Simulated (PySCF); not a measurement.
# C₈H₆, SMILES `C1=CC2=CC=CC2=C1`: electronic structure

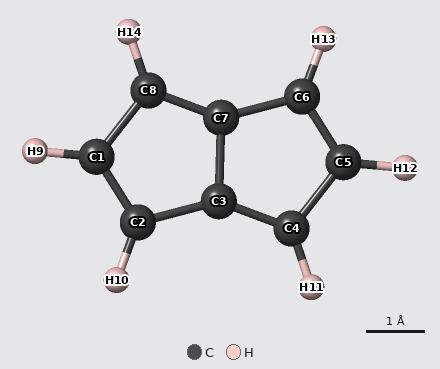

The molecule, with its atoms numbered as below. No frequency check shows the geometry to be a minimum.

Coordinates in Å:

```
C1       2.1476   -0.0454    0.0000
C2       1.4399    1.0990    0.0000
C3       0.0275    0.7278    0.0000
C4      -1.2339    1.2023    0.0000
C5      -2.1476    0.0454    0.0000
C6      -1.4399   -1.0990    0.0000
C7      -0.0275   -0.7278    0.0000
C8       1.2339   -1.2023    0.0000
H9       3.2182   -0.1440    0.0000
H10      1.8187    2.1037    0.0000
H11     -1.5687    2.2250    0.0000
H12     -3.2182    0.1440    0.0000
H13     -1.8187   -2.1037    0.0000
H14      1.5687   -2.2250    0.0000
```

Part 1: Bonding charge

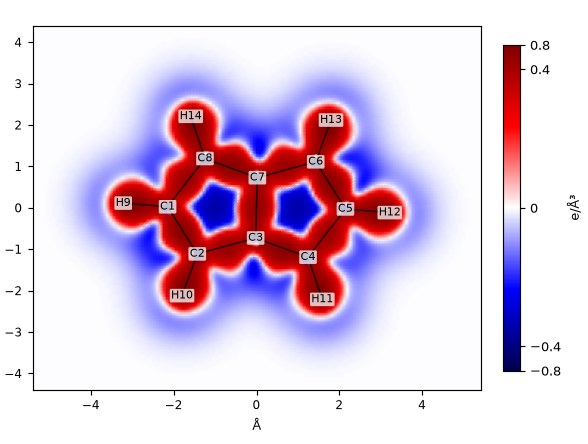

Deformation density (molecule less spherical, spin-averaged free atoms) in the molecular plane; colour scale in e/Å³, logarithmic beyond ±0.1; red: gain, blue: loss.

Level of theory: TPSSh/6-31G* (PySCF), at a geometry from GFN2-xTB. This is a single-reference result, which may miss multireference character in this system.

Describe the bonding that the map shows.

Answer. C4–H11 and C8–H14: +0.69 e/Å³ at the bond critical point (bond length 1.08 Å, Mayer order 0.9). C2–H10 and C6–H13: +0.68 e/Å³ at the bond critical point (bond length 1.07 Å, Mayer order 0.9). C1–H9 and C5–H12: +0.67 e/Å³ at the bond critical point (bond length 1.07 Å, Mayer order 0.9). C1–C2 and C5–C6: +0.66 e/Å³ at the bond critical point (bond length 1.35 Å, Mayer order 1.8). C3–C4 and C7–C8: +0.64 e/Å³ at the bond critical point (bond length 1.35 Å, Mayer order 1.7). C3–C7: +0.55 e/Å³ at the bond critical point (bond length 1.46 Å, Mayer order 1.2). C4–C5 and C1–C8: +0.49 e/Å³ at the bond critical point (bond length 1.47 Å, Mayer order 1.1). C2–C3 and C6–C7: +0.49 e/Å³ at the bond critical point (bond length 1.46 Å, Mayer order 1.1). In all, 3.1 electrons gather in the regions of gain relative to the promolecule.

Where do the Hirshfeld charges lie?

Answer. The highest Hirshfeld charge is on H11 and H14 (+0.05 e), the lowest on C1 and C5 (−0.06 e).

```csv
atom,charge (e)
C1,−0.06
C2,−0.04
C3,−0.03
C4,−0.01
C5,−0.06
C6,−0.04
C7,−0.03
C8,−0.01
H9,+0.04
H10,+0.05
H11,+0.05
H12,+0.04
H13,+0.05
H14,+0.05
```

Part 2: Bond critical points

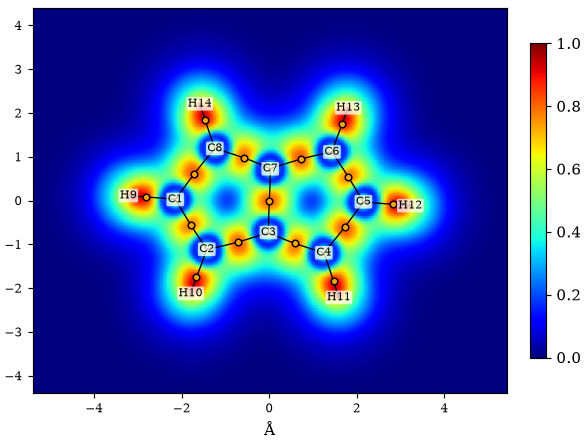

Localised orbital locator (LOL) in the molecular plane, with bond paths and bond critical points (dots).

Rank the bonds in the plane by LOL at their critical points.

Answer. C4–H11 and C8–H14: about 0.91; C2–H10 and C6–H13: about 0.91; C1–H9 and C5–H12: about 0.90; C4–C5 and C1–C8: about 0.82; C2–C3 and C6–C7: about 0.82; C3–C7: about 0.81; C3–C4 and C7–C8: about 0.78; C1–C2 and C5–C6: about 0.78. Values above 0.5 mark slow, localised electrons, as in shared pairs; low values at a critical point mark a polar or closed-shell contact whose critical point lies between the shells.

Where along C4–H11 does the critical point lie?

Answer. 0.69 Å from C4 and 0.39 Å from H11.

Part 3: Local ionisation energy

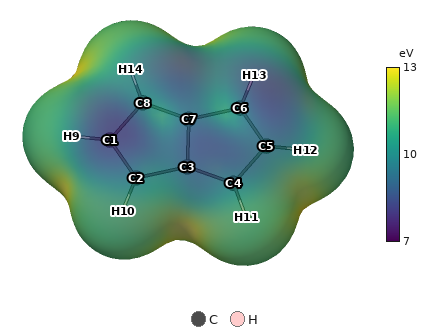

Average local ionisation energy on the surface of electron density 0.001 a.u.

Where are the most loosely bound electrons on this surface?

Answer. The lowest value is 7.8 eV, off the C5–C6 bond (2.1 Å from its atoms), and at like points elsewhere. For comparison, the highest occupied orbital lies at −4.7 eV.

What volume does the surface enclose, and what is the dipole moment?

Answer. About 134 Å³; the dipole moment is 0.0 D.

Part 4: Excited states

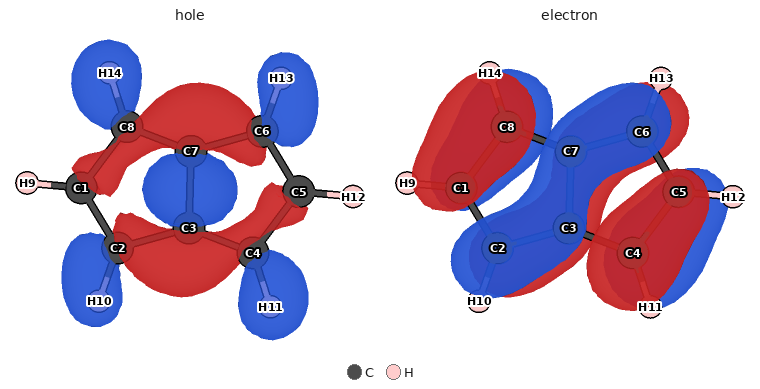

Leading natural transition orbital pair of S₃ (full linear response singlet states); the surfaces enclose about 85 % of each orbital's density.

Level of theory: CAM-B3LYP/def2-SVP (PySCF), at a geometry from GFN2-xTB. Without diffuse functions Rydberg states are missing, so the states' numbers hold for this basis only.

Give its energy, strength and character.

Answer. 5.21 eV (238 nm), f = 0.000 (dark), σ → π*; the leading pair carries 100 %; hole on C3 and C7 (27 % each) and C2, C4, C6 and C8 (7 % each), electron on C4 and C8 (18 % each), C2, C3, C6 and C7 (10 % each) and C1 and C5 (8 % each); their centroids lie 0.0 Å apart. In canonical orbitals it is mainly HOMO−3 → LUMO (99 %). The HOMO–LUMO gap is 5.19 eV.

Part 5: Removing or adding an electron

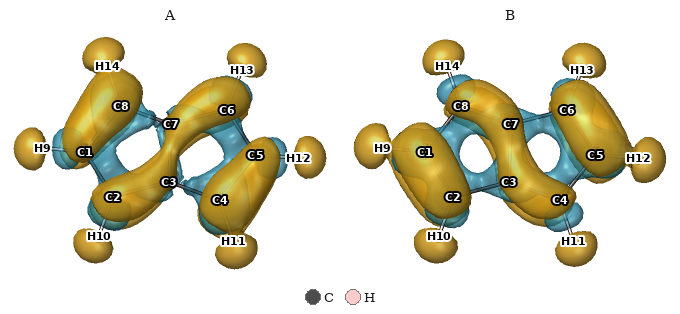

The two Fukui functions at ±0.015 e/Å³ (yellow positive, teal negative).

Method: BLYP/cc-pVDZ; geometry: GFN2-xTB; program: PySCF. This is a single-reference result, which may miss multireference character in this system.

Which panel is f⁻ (electron removed) and which f⁺ (electron added)?

Answer. A is f⁺, B is f⁻. f⁻ (Hirshfeld-condensed) is largest on C1 and C5 (0.12 each), C2 and C6 (0.10 each) and C4 and C8 (0.07 each); the vertical ionisation energy is 7.09 eV (the stability of the cation's solution wasn't checked). f⁺ (Hirshfeld-condensed) is largest on C4 and C8 (0.12 each), C2 and C6 (0.09 each) and C1 and C5 (0.08 each); the vertical electron affinity is 0.50 eV (the stability of the anion's solution wasn't checked; the anion's highest orbital has positive energy, so this value and f⁺ depend on the basis).

What chemical potential and hardness follow from the two energies?

Answer. μ = −(I + A)/2 = −3.80 eV and η = I − A = 6.59 eV.
